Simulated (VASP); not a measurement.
## TaSi2: structure and properties in VASP

Aim: relax TaSi2, then compute properties on the relaxed cell. The steps: relaxing cell and atoms (PBEsol), single point with fields (PBEsol), band structure (PBEsol), total and projected DOS (PBEsol), vibrations at Γ (PBEsol) and optical spectrum (PBEsol). The start is a cell from a database of measured crystal structures.

Program: VASP 6.6.1. Level of theory: PBEsol; plane waves and PAW (Ta_pv, Si). Results are calculated unless marked as measured.

The database entry behind the starting cell has ideal inner coordinates that were not refined, so it need not match the best structure at ambient conditions.

### 1. Starting point

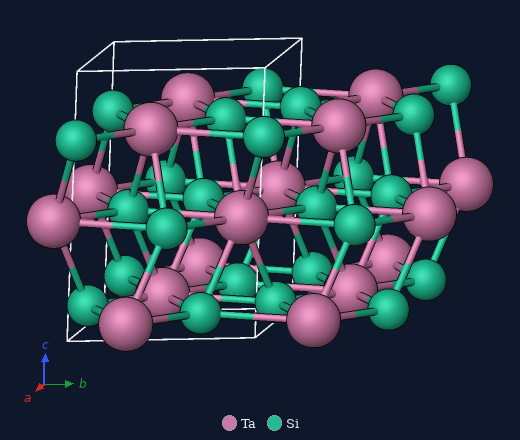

Start, viewed slightly off an axis; tantalum pink, silicon teal. 2×2×1 cells are drawn. Some periodic images of atoms are drawn too.

### 2. Relaxing cell and atoms (PBEsol)

The start need not lie at this functional's minimum. ISIF = 3 frees volume, shape and positions, and EDIFFG sets the threshold on forces and stress at which the search stops. PBEsol restores the gradient expansion of exchange and is tuned for the cells of solids.

INCAR reads:

```
SYSTEM = TaSi2
PREC = Accurate
ENCUT = 400
EDIFF = 1E-06
NELM = 100
ISMEAR = 0
SIGMA = 0.05
LREAL = .FALSE.
ALGO = Normal
GGA = PS
NBANDS = 37
LASPH = .TRUE.
LORBIT = 11
LWAVE = .FALSE.
LCHARG = .FALSE.
KPAR = 8
IBRION = 2
NSW = 60
ISIF = 3
EDIFFG = -0.01
```

POSCAR reads:

```
TaSi2
1.0
    4.7800000000      0.0000000000      0.0000000000
   -2.3900000000      4.1396014301      0.0000000000
    0.0000000000      0.0000000000      6.5640000000
Ta Si
3 6
Direct
    0.5000000000      0.0000000000      0.5000000000
    0.5000000000      0.5000000000      0.8333333333
    0.0000000000      0.5000000000      0.1666666667
    0.1666500000      0.3333000000      0.5000000000
    0.8333500000      0.1666500000      0.8333333333
    0.6667000000      0.8333500000      0.1666666667
    0.8333500000      0.6667000000      0.5000000000
    0.1666500000      0.8333500000      0.8333333333
    0.3333000000      0.1666500000      0.1666666667
```

KPOINTS reads:

```
Automatic mesh
0
Gamma
7 7 4
0 0 0
```

The projector-augmented-wave data sets are Ta_pv and Si (PBE family, release 64).

Run with:

```sh
$ mpirun -np 8 vasp_std
```

Output:

```text
[banner, memory and clock lines left out]
running    8 mpi-ranks, on    1 nodes
 distrk:  each k-point on    1 cores,    8 groups
 distr:  one band on    1 cores,    1 groups

 POSCAR found type information on POSCAR TaSi
 POSCAR found :  2 types and       9 ions
|                                                                             |
|           W    W    AA    RRRRR   N    N  II  N    N   GGGG   !!!           |
|           W    W   A  A   R    R  NN   N  II  NN   N  G    G  !!!           |
|           W    W  A    A  R    R  N N  N  II  N N  N  G       !!!           |
|           W WW W  AAAAAA  RRRRR   N  N N  II  N  N N  G  GGG   !            |
|           WW  WW  A    A  R   R   N   NN  II  N   NN  G    G                |
|           W    W  A    A  R    R  N    N  II  N    N   GGGG   !!!           |
|                                                                             |
|     For optimal performance we recommend to set                             |
|       NCORE = 2 up to number-of-cores-per-socket                            |
|     NCORE specifies how many cores store one orbital (NPAR=cpu/NCORE).      |
|     This setting can greatly improve the performance of VASP for DFT.       |
|     The default, NCORE=1 might be grossly inefficient on modern             |
|     multi-core architectures or massively parallel machines. Do your        |
|     Unfortunately you need to use the default for GW and RPA                |
|     calculations (for HF NCORE is supported but not extensively tested      |
|     yet).                                                                   |
|                                                                             |

|                                                                             |
|               ----> ADVICE to this user running VASP <----                  |
|                                                                             |
|     You enforced a specific xc type in the INCAR file but a different       |
|     [... a line on the potential file left out ...]
|     I HOPE YOU KNOW WHAT YOU ARE DOING!                                     |
|                                                                             |

 LDA part: xc-table for (Slater+PW92), standard interpolation
 POSCAR, INCAR and KPOINTS ok, starting setup
 FFT: planning ... GRIDC
 FFT: planning ... GRID_SOFT
 FFT: planning ... GRID
 WAVECAR not read
 entering main loop
       N       E                     dE             d eps       ncg     rms          rms(c)
DAV:   1     0.337572274161E+03    0.33757E+03   -0.24406E+04  1800   0.119E+03
DAV:   2    -0.624259425503E+02   -0.40000E+03   -0.38974E+03  2056   0.329E+02
DAV:   3    -0.791908207060E+02   -0.16765E+02   -0.16502E+02  2304   0.614E+01
DAV:   4    -0.794782338970E+02   -0.28741E+00   -0.28553E+00  2240   0.802E+00
DAV:   5    -0.794827185056E+02   -0.44846E-02   -0.44805E-02  2171   0.102E+00    0.326E+01
DAV:   6    -0.775134652789E+02    0.19693E+01   -0.73187E+00  2228   0.126E+01    0.150E+01
DAV:   7    -0.772371762789E+02    0.27629E+00   -0.51549E-01  2208   0.360E+00    0.431E+00
DAV:   8    -0.772104714764E+02    0.26705E-01   -0.49794E-02  2294   0.103E+00    0.454E-01
DAV:   9    -0.772096087638E+02    0.86271E-03   -0.30409E-03  2280   0.300E-01    0.242E-01
DAV:  10    -0.772094745110E+02    0.13425E-03   -0.46514E-04  2212   0.125E-01    0.643E-02
DAV:  11    -0.772094666011E+02    0.79099E-05   -0.33399E-05  2296   0.289E-02    0.152E-02
DAV:  12    -0.772094651240E+02    0.14771E-05   -0.32241E-06  1832   0.932E-03    0.376E-03
DAV:  13    -0.772094643315E+02    0.79252E-06   -0.27894E-07  1264   0.292E-03
   1 F= -.77209464E+02 E0= -.77205491E+02  d E =-.772095E+02
 curvature:   0.00 expect dE= 0.000E+00 dE for cont linesearch  0.000E+00
 trial: gam= 0.00000 g(F)=  0.170E+00 g(S)=  0.282E-01 ort = 0.000E+00 (trialstep = 0.100E+01)
 search vector abs. value=  0.198E+00
 bond charge predicted
       N       E                     dE             d eps       ncg     rms          rms(c)
DAV:   1    -0.774016846656E+02   -0.19222E+00   -0.54021E+00  1946   0.126E+01    0.197E+00
DAV:   2    -0.773488672526E+02    0.52817E-01   -0.25759E-01  2108   0.287E+00    0.769E-01
DAV:   3    -0.773360915508E+02    0.12776E-01   -0.37685E-02  2275   0.106E+00    0.280E-01
DAV:   4    -0.773350339613E+02    0.10576E-02   -0.57332E-03  2201   0.305E-01    0.141E-01
DAV:   5    -0.773348279889E+02    0.20597E-03   -0.13429E-03  2219   0.212E-01    0.105E-01
DAV:   6    -0.773348243162E+02    0.36727E-05   -0.13885E-04  2206   0.573E-02    0.194E-02
DAV:   7    -0.773348243319E+02   -0.15657E-07   -0.16758E-05  2160   0.162E-02    0.755E-03
DAV:   8    -0.773348244535E+02   -0.12166E-06   -0.74562E-07  1244   0.524E-03
   2 F= -.77334824E+02 E0= -.77332294E+02  d E =-.125360E+00
[...]
3 F= -.77341134E+02 E0= -.77339023E+02  d E =-.131669E+00
[...]
4 F= -.77351966E+02 E0= -.77349840E+02  d E =-.108322E-01
[...]
5 F= -.77357994E+02 E0= -.77355905E+02  d E =-.168605E-01
[...]
6 F= -.77358019E+02 E0= -.77355870E+02  d E =-.252923E-04
 trial-energy change:   -0.000025  1 .order   -0.000164   -0.006481    0.006154
 step:   0.4848(harm=  0.5008)  dis= 0.00065  next Energy=   -77.359586 (dE=-0.159E-02)
 bond charge predicted
       N       E                     dE             d eps       ncg     rms          rms(c)
DAV:   1    -0.773628807162E+02   -0.48605E-02   -0.13710E-01  1859   0.216E+00    0.404E-01
DAV:   2    -0.773603959469E+02    0.24848E-02   -0.52178E-03  2225   0.441E-01    0.167E-01
DAV:   3    -0.773597072109E+02    0.68874E-03   -0.14387E-03  2310   0.206E-01    0.504E-02
DAV:   4    -0.773596862440E+02    0.20967E-04   -0.15695E-04  2225   0.568E-02    0.277E-02
DAV:   5    -0.773596831073E+02    0.31368E-05   -0.41746E-05  2185   0.330E-02    0.178E-02
DAV:   6    -0.773596807229E+02    0.23844E-05   -0.15877E-05  1993   0.179E-02    0.350E-03
DAV:   7    -0.773596805997E+02    0.12314E-06   -0.77365E-07  1224   0.488E-03
   7 F= -.77359681E+02 E0= -.77357543E+02  d E =-.168641E-02
 curvature:  -0.27 expect dE=-0.219E-04 dE for cont linesearch -0.197E-05
 trial: gam=-0.01725 g(F)=  0.217E-04 g(S)=  0.581E-04 ort = 0.229E-03 (trialstep = 0.878E+00)
 search vector abs. value=  0.740E-04
 reached required accuracy - stopping structural energy minimisation
```

The job ended after 37 s (8 MPI ranks of Intel Xeon 6975P-C (Granite Rapids), shared host; peak memory 2.2 GiB; 3.8 min of CPU time).

Lines that name or quote the potential files are left out of all logs, and their timing lines are given in words.

OUTCAR, selected parts (step 2):

```text
ion  position               nearest neighbor table
   1  0.500  0.000  0.500-   6 2.59   9 2.59   8 2.59   5 2.59   4 2.76   7 2.76   7 2.76   4 2.76
                             4 2.76   7 2.76   2 3.24   2 3.24   3 3.24   3 3.24
   2  0.500  0.500  0.833-   4 2.59   7 2.59   6 2.59   9 2.59   8 2.76   5 2.76   8 2.76   5 2.76
                             8 2.76   5 2.76   1 3.24   1 3.24   3 3.24   3 3.24
   3  0.000  0.500  0.167-   4 2.59   7 2.59   5 2.59   8 2.59   6 2.76   9 2.76   9 2.76   6 2.76
                             6 2.76   9 2.76   1 3.24   1 3.24   2 3.24   2 3.24
   4  0.167  0.333  0.500-   5 2.59   9 2.59   3 2.59   2 2.59   7 2.76   1 2.76   1 2.76   1 2.76
                             7 2.76   7 2.76
   5  0.833  0.167  0.833-   4 2.59   6 2.59   1 2.59   3 2.59   8 2.76   2 2.76   2 2.76   2 2.76
                             8 2.76   8 2.76
   6  0.667  0.833  0.167-   7 2.59   5 2.59   1 2.59   2 2.59   9 2.76   3 2.76   3 2.76   3 2.76
                             9 2.76   9 2.76
   7  0.833  0.667  0.500-   8 2.59   6 2.59   3 2.59   2 2.59   4 2.76   1 2.76   1 2.76   1 2.76
                             4 2.76   4 2.76
   8  0.167  0.833  0.833-   7 2.59   9 2.59   1 2.59   3 2.59   5 2.76   2 2.76   2 2.76   2 2.76
                             5 2.76   5 2.76
   9  0.333  0.167  0.167-   4 2.59   8 2.59   1 2.59   2 2.59   6 2.76   3 2.76   3 2.76   3 2.76
                             6 2.76   6 2.76

  LATTYP: Found a hexagonal cell.
 ALAT       =     4.7800000000
 C/A-ratio  =     1.3732217573

 Subroutine GETGRP returns: Found 12 space group operations
 (whereof  4 operations were pure point group operations)

The static configuration has the point symmetry D_2 .
 The point group associated with its full space group is D_6 .

 Found     24 irreducible k-points:

   k-points           NKPTS =     24   k-points in BZ     NKDIM =     24   number of bands    NBANDS=     37

   dimension x,y,z NGX =    32 NGY =   32 NGZ =   48
   dimension x,y,z NGXF=    64 NGYF=   64 NGZF=   96

   ENCUT  =  400.0 eV  29.40 Ry    5.42 a.u.   7.79  7.79 10.70*2*pi/ulx,y,z

   NELECT =      57.0000    total number of electrons

 k-points in reciprocal lattice and weights: Automatic mesh
   0.00000000  0.00000000  0.00000000       0.005
   0.14285714 -0.00000000  0.00000000       0.031
   0.28571429  0.00000000  0.00000000       0.031
   0.42857143 -0.00000000  0.00000000       0.031
   0.14285714  0.14285714  0.00000000       0.031
   0.28571429  0.14285714  0.00000000       0.061
   0.42857143  0.14285714  0.00000000       0.031
   0.28571429  0.28571429  0.00000000       0.031
   0.00000000  0.00000000  0.25000000       0.010
[...]
0.42857143  0.14285714  0.50000000       0.031
   0.28571429  0.28571429  0.50000000       0.031

 average (electrostatic) potential at core
       1 -32.7589       2 -32.7589       3 -32.7589       4 -79.8886       5 -79.8886
       6 -79.8886       7 -79.8886       8 -79.8886       9 -79.8886

 E-fermi :   9.3979

 k-point     1 :       0.0000    0.0000    0.0000
  band No.  band energies     occupation
    ...
     25       6.8796      2.00000
     26       7.0046      2.00000
     27       7.1748      2.00000
     28       7.1748      2.00000
     29       7.9129      2.00000
     30      10.0778      0.00000
     31      12.4116      0.00000
     32      12.4116      0.00000
     33      12.8877      0.00000
     34      13.0032      0.00000
    ...

 k-point     2 :       0.1429   -0.0000    0.0000
  band No.  band energies     occupation
    ...
     25       6.9781      2.00000
     26       7.2586      2.00000
     27       7.2700      2.00000
     28       7.5059      2.00000
     29       7.8019      2.00000
     30      10.1184      0.00000
     31      11.8564      0.00000
     32      12.2095      0.00000
     33      12.3380      0.00000
     34      12.6991      0.00000
    ...

 k-point     3 :       0.2857    0.0000    0.0000
  band No.  band energies     occupation
    ...
     25       7.3455      2.00000
     26       7.6867      2.00000
     27       7.7600      2.00000
     28       8.1752      2.00000
     29       8.1979      2.00000
     30       9.6426      0.00000
     31      11.0671      0.00000
     32      11.3708      0.00000
     33      11.8987      0.00000
     34      12.3318      0.00000
    ...

  Total        0.0700323      0.0700323     -0.0320104      0.0000000      0.0000000      0.0000000
  in kB        0.8714525      0.8714525     -0.3983246      0.0000000      0.0000000      0.0000000
  external PRESSURE =       0.4481935 kB  Pullay stress =       0.0000000 kB

  energy-cutoff  :      400.00
  volume of cell :      128.76
      direct lattice vectors                 reciprocal lattice vectors
     4.757565780  0.000000000 -0.000000000     0.210191524  0.121354133  0.000000000
    -2.378782890  4.120172826 -0.000000000    -0.000000000  0.242708265  0.000000000
     0.000000000  0.000000000  6.568478275    -0.000000000  0.000000000  0.152242263

 POSITION                                       TOTAL-FORCE (eV/Angst)
 -----------------------------------------------------------------------------------
      2.37878      0.00000      3.28424        -0.000000     -0.000000     -0.000000
      1.18939      2.06009      5.47373        -0.000000     -0.000000     -0.000000
     -1.18939      2.06009      1.09475        -0.000000     -0.000000      0.000000
     -0.00000      1.31366      3.28424        -0.000000      0.008656     -0.000000
      3.61990      0.65683      5.47373        -0.007496      0.004328     -0.000000
      1.24112      3.46334      1.09475        -0.007496     -0.004328      0.000000
      2.37878      2.80651      3.28424        -0.000000     -0.008656      0.000000
     -1.24112      3.46334      5.47373         0.007496     -0.004328      0.000000
      1.13767      0.65683      1.09475         0.007496      0.004328     -0.000000
 -----------------------------------------------------------------------------------
    total drift:                               -0.000000      0.000000      0.000000

  FREE ENERGIE OF THE ION-ELECTRON SYSTEM (eV)
  ---------------------------------------------------
  free  energy   TOTEN  =       -77.3596805997 eV

  energy  without entropy=      -77.3554053880  energy(sigma->0) =      -77.35754299

 reached required accuracy - stopping structural energy minimisation

 total charge
# of ion       s       p       d       tot
------------------------------------------
    1        0.290   6.199   2.553   9.042
    2        0.290   6.199   2.553   9.042
    3        0.290   6.199   2.553   9.042
    4        0.753   0.888   0.000   1.641
    5        0.753   0.888   0.000   1.641
    6        0.753   0.888   0.000   1.641
    7        0.753   0.888   0.000   1.641
    8        0.753   0.888   0.000   1.641
    9        0.753   0.888   0.000   1.641
--------------------------------------------------
tot          5.385  23.926   7.658  36.969

[... 3 further parts left out ...]
```

This run has no spin polarisation. Its electron count is odd, so without a moment it is a metal by construction. The PAW data sets were made with PBE, which is usual practice but a small mismatch for other functionals. The run keeps the 12 symmetry operations of its start, so it cannot find a distortion of lower symmetry.

The steps of the relaxation:

```tsv
step	energy less that of the first step (eV)	largest force (eV/Å)	pressure (GPa)	volume (Å³)
1	0.0000	0.7670	-1.02	129.88
2	-0.1254	0.3039	0.89	128.16
3	-0.1317	0.1491	1.57	127.67
4	-0.1425	0.0994	-1.64	129.88
5	-0.1485	0.0082	-0.48	129.04
6	-0.1486	0.0088	0.58	128.46
7	-0.1502	0.0087	0.04	128.76
```

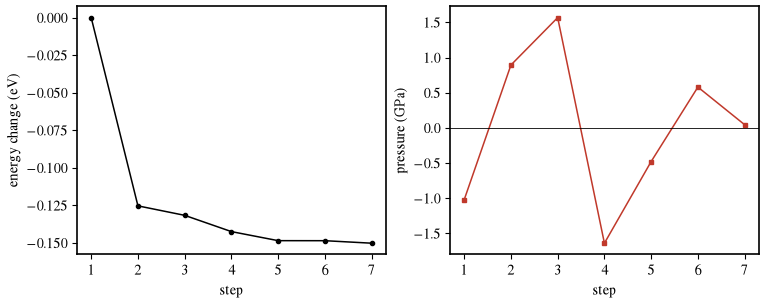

Energy and pressure along the relaxation.

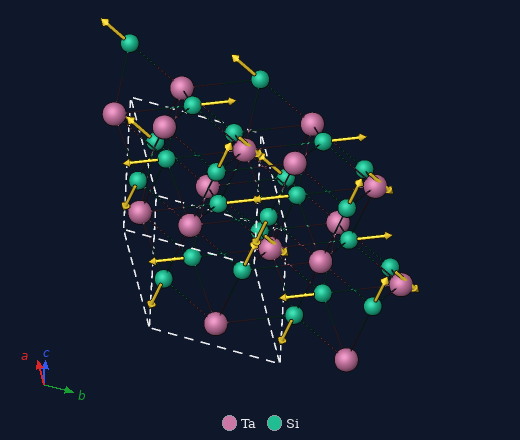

Displacements in the relaxation, exaggerated, measured against the changing cell; the longest in the cell stands for 0.06 Å. 2×2×1 cells are drawn. Some periodic images of atoms are drawn too.

```tsv
conventional cell, symmetrised	before	after	change
a (Å)	4.780	4.758	-0.5 %
b (Å)	4.780	4.758	-0.5 %
c (Å)	6.564	6.568	+0.1 %
volume (Å³/atom)	14.43	14.31	-0.9 %
```

The atoms that moved most (Å, as changes of fractional coordinates times the final cell):

```tsv
atom	dx	dy	dz	length
Si4	0.000	-0.060	0.000	0.060
Si7	0.000	0.060	0.000	0.060
Si6	0.052	0.030	0.000	0.060
Si9	-0.052	-0.030	0.000	0.060
Si8	-0.052	0.030	0.000	0.060
Si5	0.052	-0.030	0.000	0.060
```

Final coordinates:

```
Ta Si
1.0
     4.75757    0.00000    0.00000
    -2.37878    4.12017    0.00000
     0.00000    0.00000    6.56848
Ta Si
3 6
Cartesian
  2.3788 0.0000 3.2842
  1.1894 2.0601 5.4737
  -1.1894 2.0601 1.0947
  0.0000 1.3137 3.2842
  3.6199 0.6568 5.4737
  1.2411 3.4633 1.0947
  2.3788 2.8065 3.2842
  -1.2411 3.4633 5.4737
  1.1377 0.6568 1.0947
```

Numbers from this step:

| Item | Value |
| --- | --- |
| electrons | 57 |
| bands | 37 |
| irreducible k-points | 24 |
| symmetry operations | 12 |
| free energy (TOTEN) | -77.3597 eV |
| energy at zero smearing | -77.3575 eV |
| Fermi energy | 9.398 eV |
| pressure | 0.04482 GPa |
| metallic | yes |
| SCF cycles over all ionic steps | 56 |

It ends with a largest force of 0.009 eV/Å and a pressure of 0.04 GPa. The volume lies -0.9 % from that of the database's start, which holds the thermal and zero-point expansion of its experiment.

(Continued in part 2 of 4.)

[Lines on the potential files, build, host, timing and source positions are cut from VASP's logs without a mark.]

[Logs are printed without paths, hosts, clocks, repeated set-up lines and the standing remarks that a program may print on its own settings, such as how far it seeks lower states.]

[Hosts, paths, dates, database ids (printed as entryN), source tags and the programs' standing remarks are cut or masked in the printed files.]

[A measured line is paired with the nearest computed mode of its activity, which favours agreement.]
